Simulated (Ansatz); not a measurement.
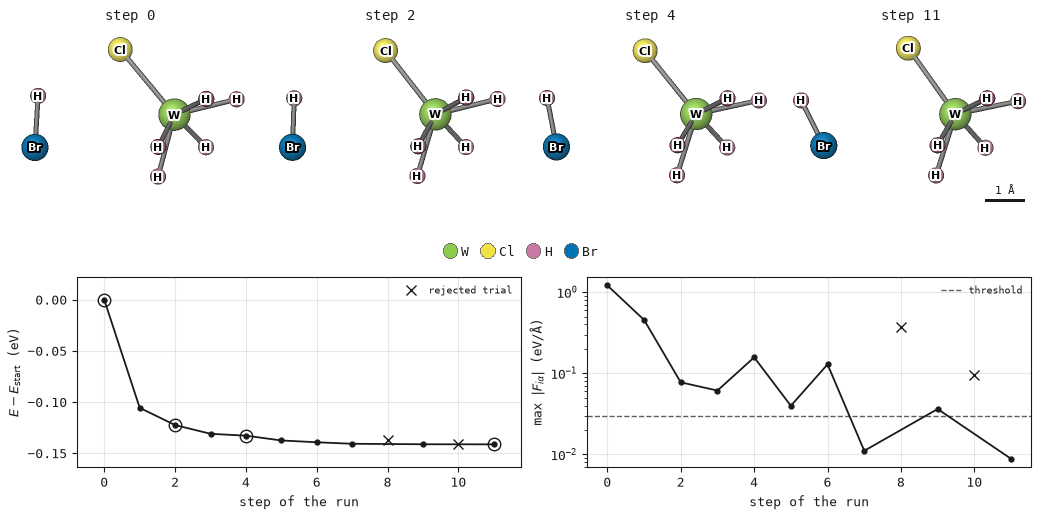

Frames of a relaxation of WH6BrCl, marked on the history of the run. The picture is a ball-and-stick view, seen at a tilt.

The run prepares an end point of a later path (reaction) calculation, from a guessed geometry.

Theory: RKS PBE0-D4/def2-SVP in Ansatz. Settings: no spin polarisation; force threshold 0.03 eV/Å; at most 50 steps.

> Describe the path.

The largest move after the best rigid fit is that of an H atom, 0.46 Å. Largest moves by element: H 0.46 Å, Br 0.24 Å, Cl 0.21 Å, W 0.03 Å. Among the contacts that change: Br–W 3.768 → 3.552 Å, Cl–W 2.350 → 2.257 Å, Br–H 1.499 → 1.425 Å, H–W 1.669 → 1.675 Å. Bond angles that change, for instance: Cl–W–H 111.4° → 109.2°. Over 9 accepted moves (11 points after the start) the energy falls by 0.141 eV. Largest force component: 1.2 eV/Å at the start, 0.0088 eV/Å at the end. The line search rejected the trial steps at points 8, 10 of the run. The forces were under the threshold at step 7, but the run went on from there. From step 0 to 2: the Cl atom moves most (0.14 Å), energy −0.122 eV. From step 2 to 4: an H atom moves most (0.18 Å), energy −0.010 eV. From step 4 to 11: the Br atom moves most (0.20 Å), energy −0.008 eV.

Limits of the set-up: the start holds two separate molecules, 2.6 Å apart at their closest, whose relative position is a soft coordinate.
